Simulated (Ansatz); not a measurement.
One crystal and one scan (scan of one atom of the cell) at two levels, PBE (plane waves to 420 eV, PAW, scalar-relativistic; Ansatz, an electronic-structure program) and r2SCAN (plane waves to 500 eV, PAW, scalar-relativistic; Ansatz), each from its own relaxed cell and on its own mesh. The cell shown is that of PBE.

GaN (wurtzite)

```
CELL_PARAMETERS angstrom
      3.21838     0.00000     0.00000
     -1.60919     2.78720     0.00000
      0.00000     0.00000     5.24320
ATOMIC_POSITIONS crystal
  Ga 0.66667 0.33333 0.00096
  Ga 0.33333 0.66667 0.50096
  N  0.66667 0.33333 0.62424
  N  0.33333 0.66667 0.12424
```

In each cell atom 3 (N, nearest neighbour Ga at 1.967 Å; its periodic images, 3.2 Å or more away, move with it) moves by s·(0.000, 0.000, 1.000) (along Cartesian z), the rest being held.

Energies are smeared free energies. GaN was relaxed with its symmetry unable to fall. Percentages come from the unrounded values. Both scans cover s from -0.390 to 0.390 Å.

```tsv
quantity	PBE	r2SCAN	PBE − r2SCAN
Lattice constant a (Å)	3.218	3.183	+0.035 (+1.1 %)
Lattice constant c (Å)	5.243	5.184	+0.059 (+1.1 %)
Relaxed volume (Å³/atom)	11.76	11.37	+0.39 (+3.4 %)
Energy at s = 0.390 Å (meV/cell)	2119	2373	-254 (-11 %)
Force along the line at s = -0.390 Å (eV/Å)	3.279	3.709	-0.430 (-12 %)
Force constant k = d²E/ds² at s = 0 (finite differences) (eV/Å²)	16.46	18.51	-2.05 (-11 %)
```

PBE gives the higher value for: lattice constant a; lattice constant c; relaxed volume. PBE gives the lower value for: energy at s = 0.390 Å; force along the line at s = -0.390 Å; force constant k = d²E/ds² at s = 0. Both give the same symmetry of the curve: not even: the positive side lies higher at ±0.390 Å. Neither level is exact: the differences show how much the result hangs on the functional.

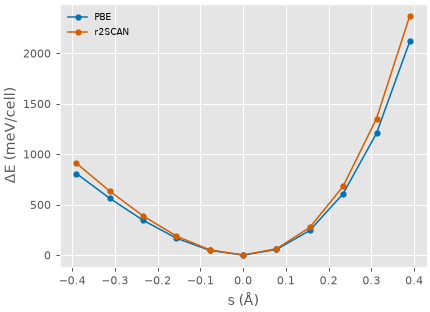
ΔE, each from the undisplaced structure of its own level.

(A displaced cell: forces are minus the slopes of the energy, force constants its curvatures, and phonons follow from these.)
